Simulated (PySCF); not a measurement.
C4H7NO2Si, SMILES COC(=O)[SiH2]CC#N at its GFN2-xTB optimised geometry (Å):

```
15

C      2.2739    -2.3432     0.0042
O      1.6232    -1.0741     0.0000
C      0.2890    -1.0741     0.0000
O     -0.3790    -2.0789     0.0020
Si    -0.3507     0.7368     0.0000
C     -2.2588     0.5975    -0.0762
C     -2.8716     1.8879    -0.0693
N     -3.3404     2.9314    -0.0632
H      3.3404    -2.1412    -0.0425
H      1.9530    -2.9314    -0.8574
H      2.0243    -2.8888     0.9161
H      0.1848     1.4170    -1.1789
H      0.0866     1.3808     1.2386
H     -2.6315     0.0274     0.7784
H     -2.5659     0.0688    -0.9819
```

Computed with CAM-B3LYP/def2-TZVP run with PySCF 2.14.0.

Map of the log10 of the electron density (e/bohr³), floored at −4 on the plane z = 1.2 Å:

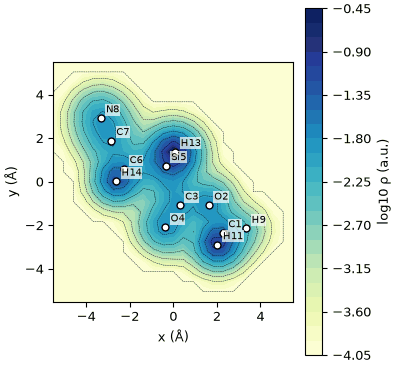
Figure: Log10 of the electron density (e/bohr³), floored at −4 on the plane z = 1.2 Å.
